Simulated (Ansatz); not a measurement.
**BH₆NO (built from SMILES BN.O): search for a transition state**

Is there a first-order saddle for this four-centre ligand exchange, which should form B1–O6, N2–H5 and break B1–N2, H5–O6, and which two structures does it connect?

Method: PBE0-D4, def2-SVP first, then def2-TZVP; program: Ansatz 0.2.0, Gaussian basis.

153 further runs of the same task are left out: 1 that didn't finish, 152 set aside as unsound or not needed.

### 1 Where the work starts

The guess: 9 atoms, charge 0, spin multiplicity 1.

Atoms are counted from 1 here; the program's logs count them from 0.

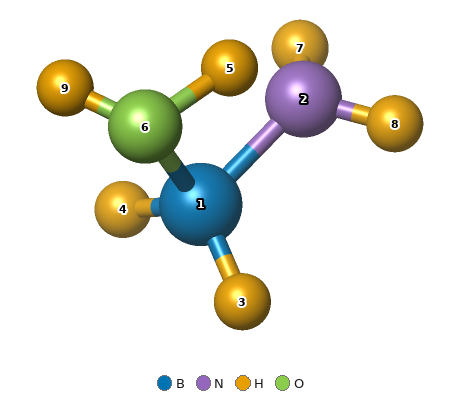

The starting geometry (boron blue, nitrogen purple, hydrogen amber, oxygen green); atoms are numbered from 1 in the order of the file.

Coordinates:

```xyz
9

B    -0.4291   -0.5527    0.1830
N    -0.0511    0.9530    0.3834
H    -1.5553   -0.7261   -0.1204
H     0.0265   -1.2768    1.0027
H     0.5582    0.4748   -0.7373
O     0.4768   -0.6037   -1.1681
H     0.4845    1.2036    1.2029
H    -0.7938    1.6279    0.2706
H     1.2834   -1.0999   -1.0167
```

Distances that are to change: B1–O6 1.63 Å, N2–H5 1.36 Å, B1–N2 1.57 Å, H5–O6 1.16 Å.

### 2 Constrained relaxation of the guess

Input file hold/in.yaml:

```yaml
crystal:
  periodic: [false, false, false]
  atoms:
    - {symbol: B, position_ang: [-0.429100, -0.552700, 0.183000]}
    - {symbol: N, position_ang: [-0.051100, 0.953000, 0.383400]}
    - {symbol: H, position_ang: [-1.555300, -0.726100, -0.120400]}
    - {symbol: H, position_ang: [0.026500, -1.276800, 1.002700]}
    - {symbol: H, position_ang: [0.558200, 0.474800, -0.737300]}
    - {symbol: O, position_ang: [0.476800, -0.603700, -1.168100]}
    - {symbol: H, position_ang: [0.484500, 1.203600, 1.202900]}
    - {symbol: H, position_ang: [-0.793800, 1.627900, 0.270600]}
    - {symbol: H, position_ang: [1.283400, -1.099900, -1.016700]}
basis:
  gaussian: {orbitals: def2-SVP}
hamiltonian: {xc: pbe0, dispersion: d4}
relax: {f_tol: 0.04, max_steps: 150, escape_saddle: false, constraints: [{distance: [0, 5]}, {distance: [1, 4]}, {distance: [0, 1]}, {distance: [4, 5]}]}
```

Command:

```console
$ ansatz run in.yaml --threads 2 --pin off --events-out ev --progress --plain --max-ram 4352MiB
```

The program printed (excerpt; [...] marks lines left out):

```text
Functional definition: PBE0
  name "PBE0"
  cite "Adamo & Barone, J. Chem. Phys. 110, 6158 (1999) doi:10.1063/1.478522"
  cite "Perdew, Burke & Ernzerhof, Phys. Rev. Lett. 77, 3865 (1996) doi:10.1103/PhysRevLett.77.3865"
  parent pbe
[...]
797 factors; integrals over basis functions are off by at most 3.4e-4 eV
[...]
mean field -4303.23732760 eV, -158.1410549504 hartree, gradient 6.4e-5 eV, S^2 0.000000; 0 other end points of the search recorded, 0 dependent functions left out
[...]
reference -4303.23735021 eV, -158.1410557810 hartree; 13, 13 occupied and 59, 59 virtual orbitals, 797 factors
relax step   1: F+E_penalty+E_count = -4303.32002326 eV  Δ(F+E_penalty+E_count) = +0.000e0 eV  max|allowed force component| = 8.107e-1 eV/Å  Δτ_max = 0.0000 Å  (22 SCF iters, accepted)
[...]
relax step   2: F+E_penalty+E_count = -4303.35177768 eV  Δ(F+E_penalty+E_count) = -3.175e-2 eV  max|allowed force component| = 2.298e-1 eV/Å  Δτ_max = 0.0309 Å  (24 SCF iters, accepted)
[...]
relax step   3: F+E_penalty+E_count = -4303.35513937 eV  Δ(F+E_penalty+E_count) = -3.362e-3 eV  max|allowed force component| = 2.733e-2 eV/Å  Δτ_max = 0.0156 Å  (25 SCF iters, accepted)
  distance B 0 - O 5 held at 1.627491 Å   reaction = +1.6755e-1 eV/Å
  distance N 1 - H 4 held at 1.362311 Å   reaction = -6.3535e-2 eV/Å
  distance B 0 - N 1 held at 1.565304 Å   reaction = +5.3446e-2 eV/Å
  distance H 4 - O 5 held at 1.164207 Å   reaction = -7.2581e-3 eV/Å
797 factors; integrals over basis functions are off by at most 3.5e-4 eV
[...]
mean field -4303.27244471 eV, -158.1423454802 hartree, gradient 4.6e-5 eV, S^2 0.000000; 1 other end points of the search recorded, 0 dependent functions left out
[...]
reference -4303.27246744 eV, -158.1423463156 hartree; 13, 13 occupied and 59, 59 virtual orbitals, 797 factors
Total energy: -4303.35516211 eV, -158.1453852885 hartree
Atom 0 at    -0.428877    -0.546378     0.177107 Å, force     0.125057     0.057714    -0.131074 eV/Å
Atom 1 at    -0.053564     0.959672     0.379909 Å, force    -0.063019    -0.007208     0.040638 eV/Å
Atom 2 at    -1.591008    -0.727951    -0.121361 Å, force     0.014998    -0.004379     0.006605 eV/Å
Atom 3 at     0.061706    -1.281880     1.016315 Å, force    -0.006396    -0.000944     0.006103 eV/Å
Atom 4 at     0.588136     0.472790    -0.718752 Å, force     0.029173    -0.013999    -0.032460 eV/Å
Atom 5 at     0.477334    -0.592997    -1.173943 Å, force    -0.075713     0.004637     0.137046 eV/Å
Atom 6 at     0.475772     1.199019     1.213985 Å, force    -0.004540    -0.025934    -0.011334 eV/Å
Atom 7 at    -0.803897     1.634444     0.256807 Å, force     0.007767    -0.006422    -0.008361 eV/Å
Atom 8 at     1.274499    -1.116619    -1.029968 Å, force    -0.027327    -0.003465    -0.007163 eV/Å
Dipole moment:     0.432712     0.393690     0.111721 e Å
```

It took 3.7 s on 2 threads of Arm Neoverse V2, shared host.

The steps of the relaxation:

| step | energy from step 1 (eV) | largest force component (eV/Å) |
| --- | --- | --- |
| 1 | 0.0000 | 0.8107 |
| 2 | -0.0318 | 0.2298 |
| 3 | -0.0351 | 0.0273 |

Close pairs (by a distance rule), those that changed most:

| bond | before (Å) | after (Å) | change (Å) |
| --- | --- | --- | --- |
| B1–H3 | 1.179 | 1.214 | +0.034 |
| B1–H4 | 1.185 | 1.219 | +0.034 |
| N2–H8 | 1.010 | 1.017 | +0.007 |
| N2–H7 | 1.011 | 1.016 | +0.006 |
| O6–H9 | 0.959 | 0.965 | +0.006 |
| H5–O6 | 1.164 | 1.164 | +0.000 |
| B1–N2 | 1.565 | 1.565 | +0.000 |
| B1–O6 | 1.627 | 1.627 | +0.000 |

### 3 Force constants to start from

Input file hessian/in.yaml:

```yaml
crystal:
  periodic: [false, false, false]
  atoms:
    - {symbol: B, position_ang: [-0.428877, -0.546378, 0.177107]}
    - {symbol: N, position_ang: [-0.053564, 0.959672, 0.379909]}
    - {symbol: H, position_ang: [-1.591008, -0.727951, -0.121361]}
    - {symbol: H, position_ang: [0.061706, -1.281880, 1.016315]}
    - {symbol: H, position_ang: [0.588136, 0.472790, -0.718752]}
    - {symbol: O, position_ang: [0.477334, -0.592997, -1.173943]}
    - {symbol: H, position_ang: [0.475772, 1.199019, 1.213985]}
    - {symbol: H, position_ang: [-0.803897, 1.634444, 0.256807]}
    - {symbol: H, position_ang: [1.274499, -1.116619, -1.029968]}
basis:
  gaussian: {orbitals: def2-SVP}
hamiltonian: {xc: pbe0, dispersion: d4}
phonons: {}
scf: {lower_state_search: off}
```

Command:

```console
$ ansatz run in.yaml --threads 2 --pin off --events-out ev --progress --plain --max-ram 4352MiB
```

The program printed (excerpt; [...] marks lines left out):

```text
[... 5 set-up lines as earlier in the session ...]
[...]
797 factors; integrals over basis functions are off by at most 3.5e-4 eV
[...]
mean field -4303.27244540 eV, -158.1423455057 hartree, gradient 2.1e-6 eV, S^2 0.000000; 0 other end points of the search recorded, 0 dependent functions left out
[...]
reference -4303.27246813 eV, -158.1423463410 hartree; 13, 13 occupied and 59, 59 virtual orbitals, 797 factors
[... from here to the last solve, the lines of the solves are left out (53 solves) ...]
797 factors; integrals over basis functions are off by at most 3.5e-4 eV
mean field -4303.27245704 eV, -158.1423459335 hartree, gradient 2.9e-6 eV, S^2 0.000000; 0 other end points of the search recorded, 0 dependent functions left out
[...]
WARN: phonons: modes at or below zero, which the zero-point energy, F, S and C_V leave out: 1, the lowest at -1097.76 cm⁻¹. A minimum has none, and a first-order saddle one
[...]
Atom 2 at    -1.591008    -0.727951    -0.121361 Å, force     0.014998    -0.004382     0.006604 eV/Å
Atom 3 at     0.061706    -1.281880     1.016315 Å, force    -0.006398    -0.000944     0.006101 eV/Å
Atom 4 at     0.588136     0.472790    -0.718752 Å, force     0.029174    -0.013999    -0.032461 eV/Å
Atom 5 at     0.477334    -0.592997    -1.173943 Å, force    -0.075749     0.004662     0.137048 eV/Å
Atom 6 at     0.475772     1.199019     1.213985 Å, force    -0.004540    -0.025939    -0.011338 eV/Å
Atom 7 at    -0.803897     1.634444     0.256807 Å, force     0.007799    -0.006453    -0.008358 eV/Å
Atom 8 at     1.274499    -1.116619    -1.029968 Å, force    -0.027294    -0.003490    -0.007160 eV/Å
Dipole moment:     0.432711     0.393690     0.111722 e Å
Vibrations: -1097.76 353.80 630.04 644.26 695.29 730.58 789.08 843.03 895.19 1009.00 1105.59 1179.93 1198.85 1536.39 1572.28 1944.16 2510.27 2598.68 3574.47 3666.49 3881.25 cm⁻¹, zero-point energy 1.943987 eV
Checks for a lower state left out: stability, starts, cluster_reference, orbital_swaps, neighbouring_geometries, increment
```

It took 33 s on 2 threads of Arm Neoverse V2, shared host.

The structure is not stationary yet, so these wavenumbers are no spectrum; the search needs only the force constants.

### 4 Saddle search in the small basis

The search itself is an outer loop (partitioned rational-function steps, Bofill update of the Hessian). Each step is one single-point run with forces. It stops when the largest force is under 0.04 eV/Å and the followed curvature is negative. The first step's input:

Input file presaddle/in.yaml:

```yaml
crystal:
  periodic: [false, false, false]
  atoms:
    - {symbol: B, position_ang: [-0.428877, -0.546378, 0.177107]}
    - {symbol: N, position_ang: [-0.053564, 0.959672, 0.379909]}
    - {symbol: H, position_ang: [-1.591008, -0.727951, -0.121361]}
    - {symbol: H, position_ang: [0.061706, -1.281880, 1.016315]}
    - {symbol: H, position_ang: [0.588136, 0.472790, -0.718752]}
    - {symbol: O, position_ang: [0.477334, -0.592997, -1.173943]}
    - {symbol: H, position_ang: [0.475772, 1.199019, 1.213985]}
    - {symbol: H, position_ang: [-0.803897, 1.634444, 0.256807]}
    - {symbol: H, position_ang: [1.274499, -1.116619, -1.029968]}
basis:
  gaussian: {orbitals: def2-SVP}
hamiltonian: {xc: pbe0, dispersion: d4}
output: {forces: true}
scf: {lower_state_search: off}
```

Command:

```console
$ ansatz run in.yaml --threads 2 --pin off --events-out ev --progress --plain --max-ram 4352MiB
```

Step by step:

| step | energy (eV) | largest force (eV/Å) | followed curvature (eV/Å²) |
| --- | --- | --- | --- |
| 1 | -4303.35517 | 0.1371 | -6.97 |
| 2 | -4303.35714 | 0.0186 | -6.97 |

The 2 steps took 1.3 s in all (2 threads of Arm Neoverse V2, shared host).

### 5 Saddle search in triple zeta

The search itself is an outer loop (partitioned rational-function steps, Bofill update of the Hessian). Each step is one single-point run with forces. It stops when the largest force is under 0.01 eV/Å and the followed curvature is negative. The first step's input:

Input file saddle/in.yaml:

```yaml
crystal:
  periodic: [false, false, false]
  atoms:
    - {symbol: B, position_ang: [-0.421780, -0.542805, 0.171412]}
    - {symbol: N, position_ang: [-0.055389, 0.962320, 0.381821]}
    - {symbol: H, position_ang: [-1.584772, -0.732159, -0.119326]}
    - {symbol: H, position_ang: [0.068550, -1.275231, 1.014760]}
    - {symbol: H, position_ang: [0.600280, 0.474724, -0.716762]}
    - {symbol: O, position_ang: [0.473595, -0.589030, -1.167737]}
    - {symbol: H, position_ang: [0.463313, 1.196542, 1.223550]}
    - {symbol: H, position_ang: [-0.804714, 1.636409, 0.251172]}
    - {symbol: H, position_ang: [1.261018, -1.130670, -1.038791]}
basis:
  gaussian: {orbitals: def2-TZVP}
hamiltonian: {xc: pbe0, dispersion: d4}
output: {forces: true}
scf: {lower_state_search: off}
```

Command:

```console
$ ansatz run in.yaml --threads 2 --pin off --events-out ev --progress --plain --max-ram 4352MiB
```

The driver's record:

| step | energy (eV) | largest force (eV/Å) | followed curvature (eV/Å²) |
| --- | --- | --- | --- |
| 1 | -4308.33052 | 0.2724 | -6.97 |
| 2 | -4308.33766 | 0.0324 | -6.99 |
| 3 | -4308.33769 | 0.0020 | -7.02 |

The 3 steps took 3.2 s in all (2 threads of Arm Neoverse V2, shared host).

Geometry at the end of the search:

```
B    -0.4246   -0.5429    0.1799
N    -0.0624    0.9611    0.3888
H    -1.5714   -0.7380   -0.1192
H     0.0617   -1.2721    1.0090
H     0.6008    0.4769   -0.7026
O     0.4761   -0.5859   -1.1639
H     0.4626    1.2011    1.2168
H    -0.7988    1.6364    0.2440
H     1.2560   -1.1366   -1.0527
```

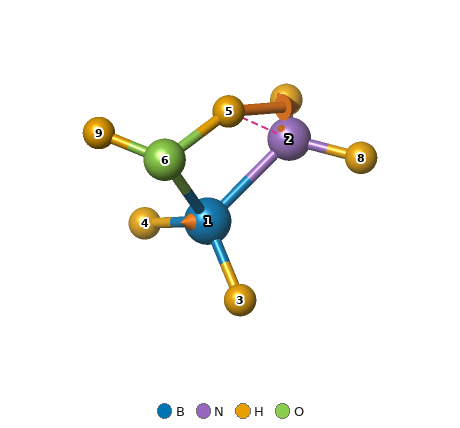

The point found; broken lines mark the pairs that react, arrows the followed mode.

### 6 Checking the order of the point

Input file vib/in.yaml:

```yaml
crystal:
  periodic: [false, false, false]
  atoms:
    - {symbol: B, position_ang: [-0.424625, -0.542886, 0.179944]}
    - {symbol: N, position_ang: [-0.062355, 0.961070, 0.388816]}
    - {symbol: H, position_ang: [-1.571383, -0.737955, -0.119210]}
    - {symbol: H, position_ang: [0.061731, -1.272054, 1.008970]}
    - {symbol: H, position_ang: [0.600822, 0.476897, -0.702637]}
    - {symbol: O, position_ang: [0.476118, -0.585871, -1.163865]}
    - {symbol: H, position_ang: [0.462574, 1.201051, 1.216797]}
    - {symbol: H, position_ang: [-0.798825, 1.636444, 0.244030]}
    - {symbol: H, position_ang: [1.256044, -1.136597, -1.052746]}
basis:
  gaussian: {orbitals: def2-TZVP}
hamiltonian: {xc: pbe0, dispersion: d4}
phonons: {temperatures: {t_min: 298.15, t_max: 900, t_step: 200}}
```

Command:

```console
$ ansatz run in.yaml --threads 2 --pin off --events-out ev --progress --plain --max-ram 4352MiB
```

The program printed (excerpt; [...] marks lines left out):

```text
[... 5 set-up lines as earlier in the session ...]
[...]
739 factors; their error is unknown
[...]
mean field -4308.25498084 eV, -158.3254503059 hartree, gradient 1.2e-5 eV, S^2 0.000000; 0 other end points of the search recorded, 0 dependent functions left out
[...]
reference -4308.25500724 eV, -158.3254512758 hartree; 13, 13 occupied and 116, 116 virtual orbitals, 739 factors
[... from here to the last solve, the lines of the solves are left out (53 solves) ...]
739 factors; their error is unknown
mean field -4308.25497731 eV, -158.3254501761 hartree, gradient 2.2e-6 eV, S^2 0.000000; 0 other end points of the search recorded, 0 dependent functions left out
[...]
reference -4308.25500370 eV, -158.3254511460 hartree; 13, 13 occupied and 116, 116 virtual orbitals, 739 factors
[...]
WARN: phonons: modes at or below zero, which the zero-point energy, F, S and C_V leave out: 1, the lowest at -1184.54 cm⁻¹. A minimum has none, and a first-order saddle one
[...]
Atom 0 at    -0.424625    -0.542886     0.179944 Å, force     0.000210    -0.000103    -0.000518 eV/Å
Atom 1 at    -0.062355     0.961070     0.388816 Å, force    -0.001717     0.001122    -0.000730 eV/Å
Atom 2 at    -1.571383    -0.737955    -0.119210 Å, force    -0.000662     0.000141    -0.000165 eV/Å
Atom 3 at     0.061731    -1.272054     1.008970 Å, force     0.000474    -0.000347     0.000533 eV/Å
Atom 4 at     0.600822     0.476897    -0.702637 Å, force    -0.000010    -0.000275    -0.000471 eV/Å
Atom 5 at     0.476118    -0.585871    -1.163865 Å, force    -0.000513     0.002033     0.001372 eV/Å
Atom 6 at     0.462574     1.201051     1.216797 Å, force     0.000250     0.000018     0.000187 eV/Å
Atom 7 at    -0.798825     1.636444     0.244030 Å, force     0.000951    -0.000892     0.000366 eV/Å
Atom 8 at     1.256044    -1.136597    -1.052746 Å, force     0.001014    -0.001697    -0.000574 eV/Å
Dipole moment:     0.406205     0.355499     0.108465 e Å
Vibrations: -1184.54 348.95 638.07 648.14 693.44 728.70 793.18 842.68 893.27 1010.50 1110.64 1161.48 1215.30 1531.19 1601.03 1927.70 2511.74 2587.37 3572.39 3661.37 3875.83 cm⁻¹, zero-point energy 1.943636 eV
```

Run time: 56 s. Hardware: 2 threads of Arm Neoverse V2, shared host.

The modes, with what each moves most:

| mode | wavenumber (cm⁻¹) | character |
| --- | --- | --- |
| 1 | 1185i | changes N2–H5, H5–O6 |
| 2 | 349 | torsion |
| 3 | 638 | bend with torsion |
| 4 | 648 | B–O stretch with torsion |
| 5 | 693 | bend with torsion |
| 6 | 729 | bend with torsion |
| 7 | 793 | bend |
| 8 | 843 | torsion |
| 9 | 893 | B–N stretch |
| 10 | 1010 | bend with torsion |
| 11 | 1111 | bend |
| 12 | 1161 | bend |
| 13 | 1215 | bend |
| 14 | 1531 | bend |
| 15 | 1601 | bend |
| 16 | 1928 | bend with O–H stretch |
| 17 | 2512 | B–H stretch |
| 18 | 2587 | B–H stretch |
| 19 | 3572 | N–H stretch |
| 20 | 3661 | N–H stretch |
| 21 | 3876 | O–H stretch |

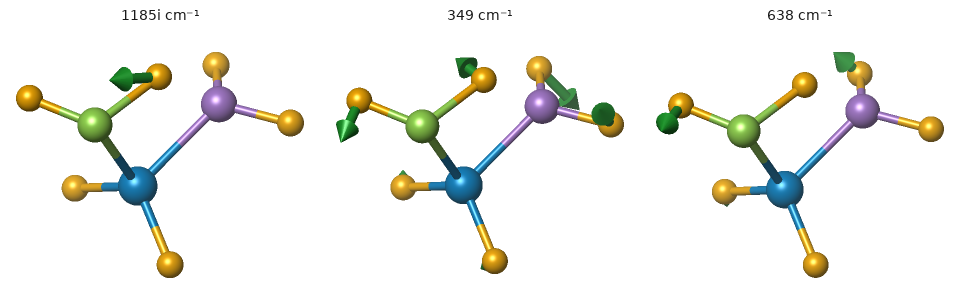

How the atoms move in 3 of the modes.

Vibrational sums (real modes only):

| T (K) | entropy (J/mol/K) | heat capacity (J/mol/K) |
| --- | --- | --- |
| 298 | 13.8 | 33.6 |
| 498 | 39.7 | 67.8 |
| 698 | 66.5 | 90.6 |
| 898 | 91.3 | 106.5 |

### 7 Relaxing after a step of 0.30 Å one way along the mode

Input file downa/in.yaml:

```yaml
crystal:
  periodic: [false, false, false]
  atoms:
    - {symbol: B, position_ang: [-0.387202, -0.619714, 0.101725]}
    - {symbol: N, position_ang: [-0.014027, 0.955785, 0.316062]}
    - {symbol: H, position_ang: [-1.569531, -0.736573, -0.115349]}
    - {symbol: H, position_ang: [0.054460, -1.274383, 1.019552]}
    - {symbol: H, position_ang: [0.507873, 0.680415, -0.502784]}
    - {symbol: O, position_ang: [0.447941, -0.645420, -1.141262]}
    - {symbol: H, position_ang: [0.490805, 1.187715, 1.167153]}
    - {symbol: H, position_ang: [-0.774536, 1.619637, 0.207991]}
    - {symbol: H, position_ang: [1.244316, -1.167361, -1.052988]}
basis:
  gaussian: {orbitals: def2-TZVP}
hamiltonian: {xc: pbe0, dispersion: d4}
relax: {f_tol: 0.005, max_steps: 200}
```

Command:

```console
$ ansatz run in.yaml --threads 2 --pin off --events-out ev --progress --plain --max-ram 4352MiB
```

The program printed (excerpt; [...] marks lines left out):

```text
[... 5 set-up lines as earlier in the session ...]
[...]
739 factors; their error is unknown
[...]
mean field -4308.51075070 eV, -158.3348496748 hartree, gradient 1.3e-5 eV, S^2 0.000000; 0 other end points of the search recorded, 0 dependent functions left out
[...]
reference -4308.51077811 eV, -158.3348506821 hartree; 13, 13 occupied and 116, 116 virtual orbitals, 739 factors
relax step   1: F+E_penalty+E_count = -4308.59374494 eV  Δ(F+E_penalty+E_count) = +0.000e0 eV  max|allowed force component| = 2.841e0 eV/Å  Δτ_max = 0.0000 Å  (26 SCF iters, accepted)
[...]
Total energy: -4309.33203040 eV, -158.3650311469 hartree
Atom 0 at    -0.338301    -0.628466    -0.075363 Å, force    -0.000022    -0.001655    -0.001170 eV/Å
Atom 1 at    -0.022553     0.979870     0.291689 Å, force    -0.000353     0.002484     0.000895 eV/Å
Atom 2 at    -1.475751    -0.569407    -0.507853 Å, force     0.000498     0.000189    -0.000284 eV/Å
Atom 3 at    -0.248677    -1.196922     1.000541 Å, force    -0.000033    -0.000243     0.000444 eV/Å
Atom 4 at    -0.021836     1.507458    -0.576110 Å, force     0.000061    -0.000286    -0.000233 eV/Å
Atom 5 at     0.640073    -0.981987    -1.063220 Å, force    -0.004280     0.003413     0.000137 eV/Å
Atom 6 at     0.889456     1.087915     0.724280 Å, force     0.000084    -0.000638    -0.000485 eV/Å
Atom 7 at    -0.728636     1.366790     0.909687 Å, force     0.000201    -0.000208    -0.000203 eV/Å
Atom 8 at     1.306325    -1.565152    -0.703551 Å, force     0.003844    -0.003056     0.000899 eV/Å
Dipole moment:     0.307485     0.866316     0.456651 e Å
```

Run time: 35 s. Hardware: 2 threads of Arm Neoverse V2, shared host.

The steps of the relaxation: (the energy doesn't fall at every step)

| step | energy from step 1 (eV) | largest force component (eV/Å) |
| --- | --- | --- |
| 1 | 0.0000 | 2.8407 |
| 2 | -0.2513 | 1.3504 |
| 3 | -0.4371 | 1.5145 |
| 4 | -0.5854 | 1.1300 |
| 5 | -0.6541 | 0.6214 |
| 6 | -0.6309 | 0.8411 |
| 7 | -0.6634 | 0.3840 |
| 8 | -0.6808 | 0.0360 |
| 9 | -0.6902 | 0.2133 |
| 10 | -0.6575 | 1.1511 |
| 11 | -0.7032 | 0.1386 |
| 12 | -0.7146 | 0.2221 |
| 13 | -0.7143 | 0.6221 |
| 14 | -0.7235 | 0.1113 |
| 15 | -0.7317 | 0.0568 |
| 16 | -0.7334 | 0.1293 |
| 17 | -0.7325 | 0.3623 |
| 18 | -0.7375 | 0.0885 |
| 19 | -0.7371 | 0.1391 |
| 20 | -0.7382 | 0.0086 |
| 21 | -0.7382 | 0.0018 |
| 22 | -0.7383 | 0.0043 |

Close pairs (by a distance rule), those that changed most:

| bond | before (Å) | after (Å) | change (Å) |
| --- | --- | --- | --- |
| B1–O6 | 1.498 | 1.435 | -0.063 |
| B1–N2 | 1.633 | 1.680 | +0.046 |
| B1–H3 | 1.208 | 1.218 | +0.011 |
| B1–H4 | 1.211 | 1.220 | +0.009 |
| N2–H5 | 1.009 | 1.016 | +0.006 |
| N2–H7 | 1.016 | 1.015 | -0.001 |
| O6–H9 | 0.956 | 0.956 | -0.001 |
| N2–H8 | 1.015 | 1.015 | -0.000 |

[end of part 1 of 2]
